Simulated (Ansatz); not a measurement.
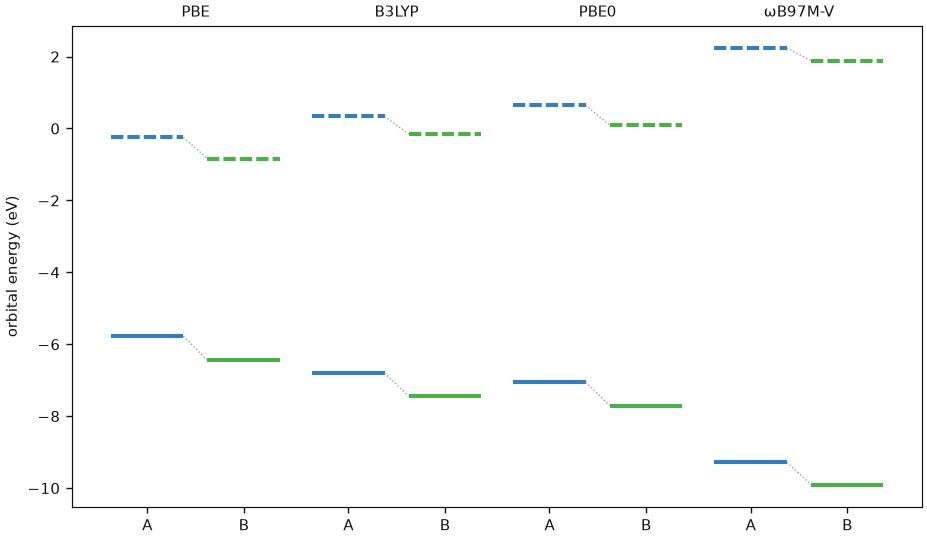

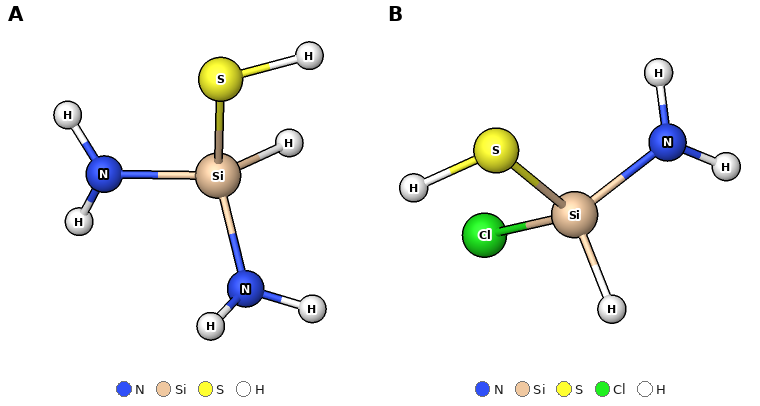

One change: A, SiN₂H₆S (SMILES N[SiH](N)S), becomes B, SiNH₄SCl (SMILES N[Si@@H](S)Cl). NH₂ on Si is replaced by Cl. HOMO (solid) and LUMO (dashed) computed in def2-TZVPP at PBE0-D4/def2-TZVP geometries, both minima by their frequencies, gas phase, the Ansatz code. Empty levels above zero depend strongly on the basis.

Q: What does the change do to HOMO and LUMO?

A: PBE: the HOMO falls by 0.68 eV, the LUMO falls by 0.59 eV, and the separation goes from 5.53 to 5.62 eV. B3LYP: the HOMO falls by 0.64 eV, the LUMO falls by 0.49 eV, and the separation goes from 7.14 to 7.29 eV. PBE0: the HOMO falls by 0.65 eV, the LUMO falls by 0.56 eV, and the separation goes from 7.70 to 7.79 eV. ωB97M-V: the HOMO falls by 0.62 eV, the LUMO falls by 0.35 eV, and the separation goes from 11.52 to 11.79 eV.

Q: Do the functionals agree on the effect?

A: They agree on the direction for both levels; the HOMO shift lies between −0.68 and −0.62 eV and the LUMO shift between −0.59 and −0.35 eV, while the separations themselves differ by up to 6.2 eV between functionals.
